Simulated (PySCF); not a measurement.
# C8H20N+: NMR shifts at several levels of theory

How much do the NMR shifts of C8H20N+ (`CC[N+](CC)(CC)CC`) depend on the level of theory, and what does each level cost?

The runs use PySCF 2.14.0, with density-fitted response routines of our own; the level of theory stands in each step. All values are computed, except where a source is named. Atoms are numbered from 0 throughout.

### Step 1. Starting geometry

29 atoms, charge 1, multiplicity 1; geometry from: GFN2-xTB.

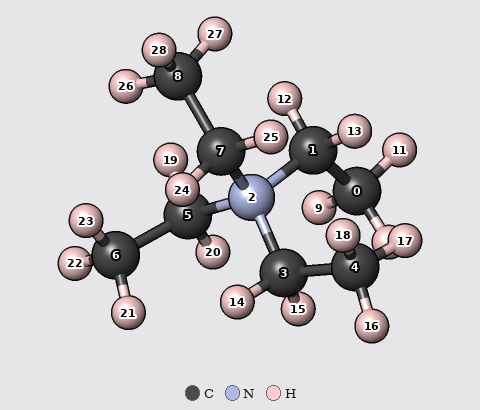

The starting geometry (carbon dark grey, nitrogen light blue, hydrogen pink), atoms numbered.

### Step 2. Relaxing the molecule at PBE0-D3(BJ)/def2-SVP

What the job is given:

```
{"job": {"xc": "PBE0", "basis": "def2-SVP", "d3": "d3bj", "grid": 1, "kind": "geom"}, "charge": 1, "multiplicity": 1}
C     -1.496590     0.247660     2.067140
C     -0.092750     0.164510     1.485750
N      0.000130     0.000400     0.001100
C     -0.762880     1.074300    -0.712050
C     -0.406560     2.507790    -0.346220
C     -0.584110    -1.327410    -0.370570
C     -0.445380    -1.739110    -1.828780
C      1.438940     0.089760    -0.402410
C      2.349480    -1.017730     0.106990
H     -2.071240    -0.658540     1.900490
H     -2.056590     1.098940     1.692810
H     -1.398160     0.372530     3.143060
H      0.418160    -0.686210     1.937760
H      0.458710     1.067520     1.750650
H     -0.592170     0.938150    -1.780400
H     -1.823030     0.907800    -0.516960
H     -1.044230     3.163660    -0.934530
H     -0.589560     2.732270     0.699970
H      0.621900     2.756950    -0.589920
H     -0.109940    -2.080310     0.260260
H     -1.644820    -1.296870    -0.119470
H     -0.964690    -1.065490    -2.503730
H     -0.904060    -2.719210    -1.936710
H      0.589690    -1.830430    -2.142810
H      1.472610     0.107390    -1.492450
H      1.819010     1.044680    -0.038040
H      2.056000    -2.000110    -0.249560
H      2.416930    -1.037120     1.190540
H      3.348770    -0.820350    -0.273920
```

The program printed:

```text
step   0  E = -370.72047364  max force = 0.016354
step   1  E = -370.72313130  max force = 0.005443
step   2  E = -370.72327957  max force = 0.000745
step   3  E = -370.72328384  max force = 0.000121
optimisation converged
```

It took 53 s on 8 threads of Intel Xeon Platinum 8375C at 2.90GHz (Ice Lake), shared host.

The steps of the relaxation:

```
step  energy from step 0 (eV)  largest force component (eV/Å)
   0                   0.0000                          0.8410
   1                  -0.0723                          0.2799
   2                  -0.0764                          0.0383
   3                  -0.0765                          0.0062
```

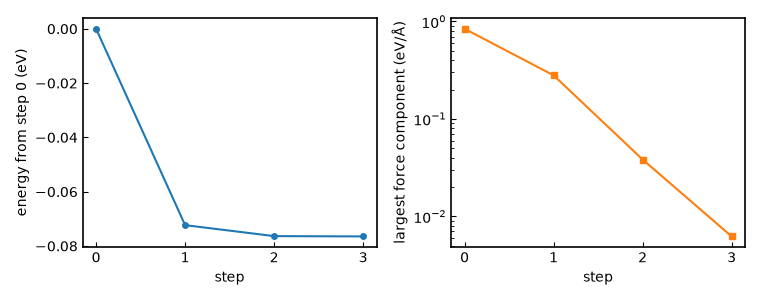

Energy and largest force along the relaxation.

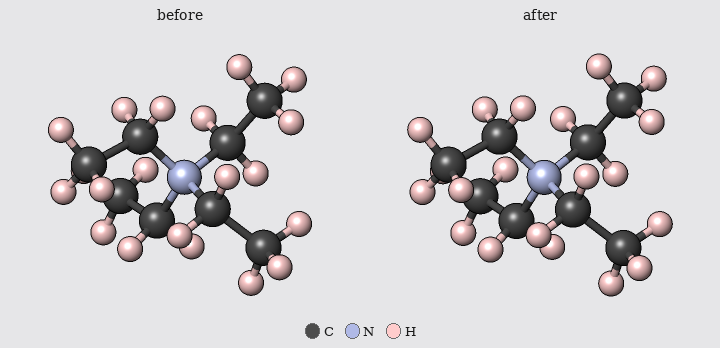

The geometry before (left) and after (right).

Distances of close pairs at the start and the end, largest changes first:

```csv
bond,before (Å),after (Å),change (Å)
C1–N2,1.497,1.512,+0.016
N2–C7,1.497,1.512,+0.015
N2–C5,1.498,1.512,+0.015
N2–C3,1.498,1.512,+0.014
C4–H17,1.086,1.099,+0.013
C8–H26,1.086,1.099,+0.013
C6–H23,1.086,1.099,+0.013
C0–H10,1.086,1.099,+0.013
```

The final coordinates are the input of the step that follows.

```
                         at the end point                value
  point group (found at 0.08 Å tolerance)                   S4
rotational constants (GHz, main isotopes)  1.657, 1.188, 1.188
```

### Step 3. NMR shieldings: PBE0/pcSseg-1

What the job is given:

```
{"job": {"kind": "nmr", "xc": "PBE0", "basis": "pcSseg-1", "pop": false}, "charge": 1, "multiplicity": 1}
C     -1.498618     0.252065     2.067056
C     -0.099946     0.166456     1.499770
N      0.000183    -0.000866     0.000136
C     -0.766057     1.086711    -0.719231
C     -0.406714     2.508528    -0.351302
C     -0.588921    -1.341169    -0.379201
C     -0.448248    -1.743033    -1.829888
C      1.455616     0.085067    -0.401416
C      2.354150    -1.016349     0.113553
H     -2.090549    -0.658365     1.900787
H     -2.064482     1.117999     1.697011
H     -1.405039     0.373329     3.155890
H      0.435478    -0.687979     1.932782
H      0.477053     1.068367     1.744471
H     -0.594973     0.914698    -1.789448
H     -1.828838     0.889205    -0.524915
H     -1.045054     3.174255    -0.949912
H     -0.599510     2.745712     0.703985
H      0.633254     2.769174    -0.590848
H     -0.112804    -2.080214     0.279111
H     -1.648617    -1.292241    -0.098227
H     -0.967194    -1.064163    -2.520299
H     -0.918684    -2.730219    -1.944517
H      0.596981    -1.848326    -2.151408
H      1.466720     0.117730    -1.499166
H      1.806923     1.061488    -0.044487
H      2.070626    -2.013394    -0.250446
H      2.422720    -1.043082     1.209664
H      3.368113    -0.815964    -0.261518
```

Method: GIAO PBE0/pcSseg-1 NMR shielding, non-relativistic, gas phase.

The program printed:

```text
coarse grid: 22152 points
cycle   1  E = -370.7780225107  dE =  8.698e-01  |g| = 5.734e-01  |ddm| = 4.387e+00
cycle   2  E = -370.7151928781  dE =  6.283e-02  |g| = 8.205e-01  |ddm| = 1.066e+00
cycle   3  E = -370.8524516488  dE = -1.373e-01  |g| = 8.622e-02  |ddm| = 5.637e-01
cycle   4  E = -370.8537687449  dE = -1.317e-03  |g| = 3.770e-02  |ddm| = 8.228e-02
cycle   5  E = -370.8540940350  dE = -3.253e-04  |g| = 3.468e-03  |ddm| = 2.957e-02
cycle   6  E = -370.8540966953  dE = -2.660e-06  |g| = 3.379e-04  |ddm| = 4.330e-03
final grid: 208096 points
cycle   7  E = -370.9107268732  dE = -1.429e-04  |g| = 1.186e-02  |ddm| = 5.695e-02
cycle   8  E = -370.9107212485  dE =  5.625e-06  |g| = 1.294e-02  |ddm| = 1.805e-02
cycle   9  E = -370.9107623567  dE = -4.111e-05  |g| = 8.440e-04  |ddm| = 9.179e-03
cycle  10  E = -370.9107624533  dE = -9.656e-08  |g| = 4.707e-04  |ddm| = 7.612e-04
cycle  11  E = -370.9107624956  dE = -4.230e-08  |g| = 1.056e-04  |ddm| = 4.037e-04
cycle  12  E = -370.9107624980  dE = -2.431e-09  |g| = 2.616e-05  |ddm| = 1.274e-04
cycle  13  E = -370.9107624982  dE = -1.576e-10  |g| = 3.451e-06  |ddm| = 2.074e-05
converged SCF energy = -370.9107624982

GIAO shielding tensors (ppm)
atom      isotropic    diamagn.    paramagn.     s11        s22        s33       span
  0 C      176.532     249.210     -72.678    168.938    174.537    186.123     17.185
  1 C      128.123     254.852    -126.729     96.127    117.918    170.324     74.197
  2 N      176.995     330.307    -153.312    167.755    167.783    195.448     27.692
  3 C      128.100     254.866    -126.766     96.076    117.935    170.290     74.214
  4 C      176.529     249.197     -72.667    168.936    174.508    186.145     17.209
  5 C      128.129     254.845    -126.716     96.047    117.991    170.349     74.302
  6 C      176.527     249.204     -72.677    168.922    174.541    186.117     17.195
  7 C      128.124     254.856    -126.732     96.108    117.952    170.313     74.206
  8 C      176.541     249.200     -72.659    168.937    174.555    186.132     17.195
  9 H       29.882      30.872      -0.990     24.361     29.108     36.178     11.817
 10 H       29.954      31.071      -1.116     24.481     29.728     35.655     11.174
 11 H       29.643      27.493       2.149     24.645     25.890     38.393     13.747
 12 H       28.274      35.497      -7.223     21.739     30.533     32.551     10.812
 13 H       28.462      35.531      -7.069     24.787     27.303     33.296      8.509
 14 H       28.274      35.507      -7.233     21.732     30.545     32.545     10.813
 15 H       28.460      35.535      -7.075     24.793     27.299     33.289      8.497
 16 H       29.643      27.493       2.151     24.646     25.891     38.393     13.748
 17 H       29.954      31.067      -1.113     24.484     29.720     35.658     11.174
 18 H       29.881      30.867      -0.986     24.361     29.105     36.178     11.817
 19 H       28.460      35.525      -7.066     24.783     27.302     33.294      8.511
 20 H       28.273      35.500      -7.227     21.732     30.541     32.548     10.816
 21 H       29.882      30.869      -0.987     24.361     29.113     36.174     11.813
 22 H       29.644      27.491       2.153     24.647     25.892     38.392     13.746
 23 H       29.955      31.064      -1.109     24.485     29.716     35.663     11.178
 24 H       28.460      35.533      -7.073     24.787     27.303     33.291      8.504
 25 H       28.275      35.509      -7.233     21.731     30.550     32.546     10.815
 26 H       29.955      31.062      -1.107     24.486     29.714     35.666     11.180
 27 H       29.883      30.867      -0.984     24.362     29.111     36.176     11.814
 28 H       29.644      27.493       2.152     24.647     25.893     38.393     13.746
```

Run time: 34 s. Hardware: 8 threads of Intel Xeon Platinum 8375C at 2.90GHz (Ice Lake), shared host.

Shifts follow as δ = σ(reference) − σ, with reference shieldings (ppm) from runs at the same level and on the same kind of geometry: ¹H TMS 31.27, ¹³C TMS 184.4, ¹⁵N NH3 265.7. The references are single molecules in the gas phase, so shifts against H2O, NH3, PH3, H3PO4 or CFCl3 are not on the usual liquid scales and can be off by tens of ppm. Atoms listed in one row are averaged.

```csv
atoms,environment,σ (ppm),δ (ppm)
"C1, C3, C5, C7",sp3 CH2 bonded to N,128.1,56.3
"C0, C4, C6, C8",methyl carbon,176.5,7.9
"H12, H13, H14, H15, H19 and 3 more",hydrogen on an sp3 CH2 bonded to N,28.37,2.90
"H9, H10, H11, H16, H17 and 7 more",hydrogen on a methyl carbon,29.83,1.44
N2,ammonium nitrogen,177.0,88.7
```

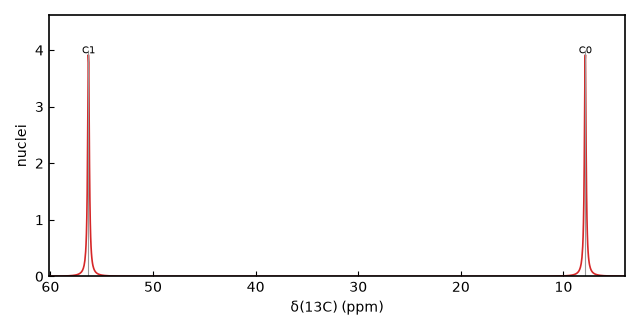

¹³C lines at the computed shifts, without couplings. Lines are broadened to a width of 0.19 ppm (Lorentzian).

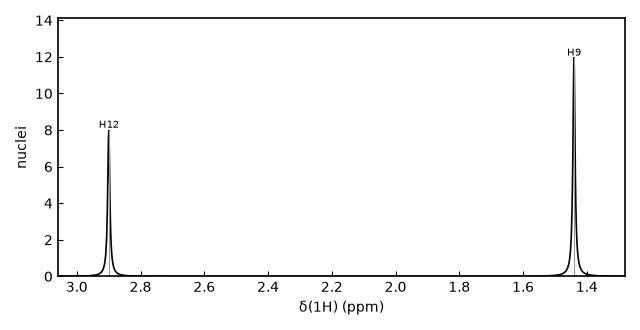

¹H lines at the computed shifts, without couplings. Lines are broadened to a width of 0.01 ppm (Lorentzian).

### Step 4. Nuclear shieldings: PBE/pcSseg-1

The job, as its differences from that of step 3:

```diff
@@ -1,2 +1,2 @@
-{"job": {"kind": "nmr", "xc": "PBE0", "basis": "pcSseg-1", "pop": false}, "charge": 1, "multiplicity": 1}
+{"job": {"kind": "nmr", "xc": "PBE", "basis": "pcSseg-1", "pop": false}, "charge": 1, "multiplicity": 1}
 C     -1.498618     0.252065     2.067056
```

Level: GIAO PBE/pcSseg-1 NMR shielding, non-relativistic, gas phase.

The program printed:

```text
coarse grid: 22152 points
cycle   1  E = -370.6240401831  dE =  5.591e-01  |g| = 7.622e-01  |ddm| = 4.473e+00
cycle   2  E = -370.3888419922  dE =  2.352e-01  |g| = 1.297e+00  |ddm| = 1.517e+00
cycle   3  E = -370.7566308253  dE = -3.678e-01  |g| = 1.913e-01  |ddm| = 9.233e-01
cycle   4  E = -370.7634343504  dE = -6.804e-03  |g| = 6.434e-02  |ddm| = 1.716e-01
cycle   5  E = -370.7643873327  dE = -9.530e-04  |g| = 7.088e-03  |ddm| = 6.573e-02
cycle   6  E = -370.7643984141  dE = -1.108e-05  |g| = 2.135e-03  |ddm| = 1.021e-02
cycle   7  E = -370.7643994187  dE = -1.005e-06  |g| = 7.047e-04  |ddm| = 2.326e-03
final grid: 208096 points
cycle   8  E = -370.8414777768  dE = -1.890e-04  |g| = 2.013e-02  |ddm| = 7.977e-02
cycle   9  E = -370.8413563439  dE =  1.214e-04  |g| = 2.987e-02  |ddm| = 3.686e-02
cycle  10  E = -370.8415797307  dE = -2.234e-04  |g| = 2.134e-03  |ddm| = 2.235e-02
cycle  11  E = -370.8415804583  dE = -7.276e-07  |g| = 9.767e-04  |ddm| = 1.841e-03
cycle  12  E = -370.8415806520  dE = -1.938e-07  |g| = 1.577e-04  |ddm| = 8.977e-04
cycle  13  E = -370.8415806567  dE = -4.698e-09  |g| = 7.095e-05  |ddm| = 2.018e-04
cycle  14  E = -370.8415806579  dE = -1.180e-09  |g| = 1.169e-05  |ddm| = 6.186e-05
cycle  15  E = -370.8415806580  dE = -3.604e-11  |g| = 1.687e-06  |ddm| = 1.461e-05
converged SCF energy = -370.8415806580

GIAO shielding tensors (ppm)
atom      isotropic    diamagn.    paramagn.     s11        s22        s33       span
  0 C      172.044     249.464     -77.420    164.554    169.468    182.109     17.555
  1 C      121.797     255.158    -133.360     88.857    111.849    164.686     75.829
  2 N      163.356     329.160    -165.804    153.654    153.680    182.734     29.080
  3 C      121.775     255.171    -133.396     88.805    111.868    164.652     75.846
  4 C      172.038     249.448     -77.410    164.550    169.437    182.128     17.578
  5 C      121.806     255.152    -133.346     88.776    111.928    164.713     75.937
  6 C      172.034     249.453     -77.419    164.535    169.468    182.100     17.565
  7 C      121.800     255.162    -133.361     88.839    111.887    164.675     75.836
  8 C      172.052     249.452     -77.400    164.554    169.487    182.115     17.561
  9 H       29.820      31.061      -1.241     24.509     29.111     35.838     11.329
 10 H       29.895      31.253      -1.358     24.652     29.683     35.350     10.698
 11 H       29.596      27.365       2.231     24.827     26.031     37.930     13.103
 12 H       28.094      35.581      -7.487     21.666     30.593     32.024     10.358
 13 H       28.260      35.654      -7.394     24.764     27.192     32.824      8.059
 14 H       28.094      35.591      -7.497     21.659     30.605     32.018     10.359
 15 H       28.258      35.658      -7.399     24.770     27.187     32.817      8.047
 16 H       29.597      27.365       2.232     24.827     26.032     37.931     13.104
 17 H       29.895      31.249      -1.355     24.655     29.676     35.352     10.697
 18 H       29.819      31.056      -1.237     24.509     29.109     35.839     11.329
 19 H       28.258      35.647      -7.389     24.761     27.191     32.822      8.061
 20 H       28.093      35.585      -7.492     21.658     30.601     32.021     10.362
 21 H       29.820      31.057      -1.237     24.509     29.117     35.834     11.325
 22 H       29.597      27.363       2.234     24.828     26.033     37.930     13.102
 23 H       29.896      31.246      -1.351     24.657     29.672     35.358     10.701
 24 H       28.258      35.656      -7.397     24.765     27.190     32.819      8.055
 25 H       28.095      35.594      -7.499     21.657     30.609     32.018     10.361
 26 H       29.896      31.244      -1.348     24.657     29.671     35.361     10.703
 27 H       29.821      31.056      -1.235     24.511     29.115     35.836     11.326
 28 H       29.597      27.365       2.233     24.828     26.033     37.931     13.102
```

Run time: 31 s. Hardware: 8 threads of Intel Xeon Platinum 8375C at 2.90GHz (Ice Lake), shared host.

In short: δ C1 58.2, C0 8.0, N2 101.7, H12 3.02, H9 1.43 ppm (means over like atoms).

### Step 5. NMR shieldings: wB97X-D/pcSseg-1

The job, as its differences from that of step 4:

```diff
@@ -1,2 +1,2 @@
-{"job": {"kind": "nmr", "xc": "PBE", "basis": "pcSseg-1", "pop": false}, "charge": 1, "multiplicity": 1}
+{"job": {"kind": "nmr", "xc": "wB97X-D", "basis": "pcSseg-1", "pop": false}, "charge": 1, "multiplicity": 1}
 C     -1.498618     0.252065     2.067056
```

Level: GIAO wB97X-D/pcSseg-1 NMR shielding, non-relativistic, gas phase.

The program printed:

```text
coarse grid: 22152 points
cycle   1  E = -371.1233531358  dE =  1.314e+00  |g| = 5.076e-01  |ddm| = 4.347e+00
cycle   2  E = -371.1250984101  dE = -1.745e-03  |g| = 5.614e-01  |ddm| = 9.348e-01
cycle   3  E = -371.1881754364  dE = -6.308e-02  |g| = 5.073e-02  |ddm| = 3.644e-01
cycle   4  E = -371.1886604071  dE = -4.850e-04  |g| = 2.781e-02  |ddm| = 6.193e-02
cycle   5  E = -371.1888307020  dE = -1.703e-04  |g| = 2.146e-03  |ddm| = 2.263e-02
cycle   6  E = -371.1888322139  dE = -1.512e-06  |g| = 5.495e-04  |ddm| = 4.408e-03
final grid: 208096 points
cycle   7  E = -371.2513487601  dE = -3.738e-04  |g| = 6.050e-03  |ddm| = 5.893e-02
cycle   8  E = -371.2513563892  dE = -7.629e-06  |g| = 3.899e-03  |ddm| = 1.078e-02
cycle   9  E = -371.2513599429  dE = -3.554e-06  |g| = 6.529e-04  |ddm| = 3.045e-03
cycle  10  E = -371.2513600593  dE = -1.163e-07  |g| = 3.596e-04  |ddm| = 1.147e-03
cycle  11  E = -371.2513600854  dE = -2.612e-08  |g| = 6.830e-05  |ddm| = 2.682e-04
cycle  12  E = -371.2513600866  dE = -1.186e-09  |g| = 1.308e-05  |ddm| = 8.559e-05
cycle  13  E = -371.2513600866  dE = -5.105e-11  |g| = 4.443e-06  |ddm| = 2.310e-05
converged SCF energy = -371.2513600866

GIAO shielding tensors (ppm)
atom      isotropic    diamagn.    paramagn.     s11        s22        s33       span
  0 C      176.154     248.914     -72.761    168.434    174.384    185.644     17.210
  1 C      128.019     254.918    -126.899     96.194    117.323    170.540     74.347
  2 N      180.062     330.997    -150.935    171.200    171.245    197.741     26.541
  3 C      127.996     254.930    -126.934     96.140    117.343    170.505     74.366
  4 C      176.154     248.905     -72.751    168.435    174.347    185.680     17.246
  5 C      128.026     254.905    -126.879     96.109    117.395    170.574     74.465
  6 C      176.147     248.901     -72.754    168.411    174.389    185.639     17.228
  7 C      128.023     254.918    -126.895     96.167    117.358    170.543     74.376
  8 C      176.161     248.896     -72.735    168.421    174.408    185.653     17.232
  9 H       29.988      30.991      -1.003     24.505     29.213     36.246     11.741
 10 H       30.052      31.221      -1.169     24.606     29.849     35.702     11.096
 11 H       29.748      27.553       2.194     24.765     25.990     38.487     13.722
 12 H       28.442      35.724      -7.282     21.985     30.612     32.729     10.745
 13 H       28.638      35.735      -7.097     24.984     27.478     33.452      8.467
 14 H       28.442      35.733      -7.291     21.977     30.624     32.724     10.746
 15 H       28.636      35.737      -7.101     24.989     27.473     33.447      8.457
 16 H       29.748      27.552       2.197     24.766     25.991     38.488     13.722
 17 H       30.051      31.216      -1.165     24.608     29.840     35.704     11.096
 18 H       29.986      30.986      -1.001     24.504     29.210     36.244     11.740
 19 H       28.635      35.727      -7.092     24.980     27.475     33.451      8.471
 20 H       28.439      35.725      -7.285     21.975     30.617     32.726     10.750
 21 H       29.987      30.988      -1.000     24.504     29.218     36.240     11.736
 22 H       29.749      27.550       2.199     24.766     25.992     38.487     13.721
 23 H       30.051      31.210      -1.159     24.609     29.836     35.709     11.100
 24 H       28.636      35.735      -7.099     24.984     27.475     33.447      8.463
 25 H       28.442      35.734      -7.292     21.975     30.627     32.724     10.748
 26 H       30.052      31.205      -1.153     24.610     29.834     35.713     11.103
 27 H       29.988      30.987      -0.999     24.505     29.218     36.241     11.736
 28 H       29.751      27.553       2.198     24.769     25.994     38.489     13.720
```

It took 44 s on 8 threads of Intel Xeon Platinum 8375C at 2.90GHz (Ice Lake), shared host.

Key values: δ C1 56.5, C0 8.4, N2 83.9, H12 2.84, H9 1.45 ppm (means over like atoms).

(Part 1 of 2 ends here.)
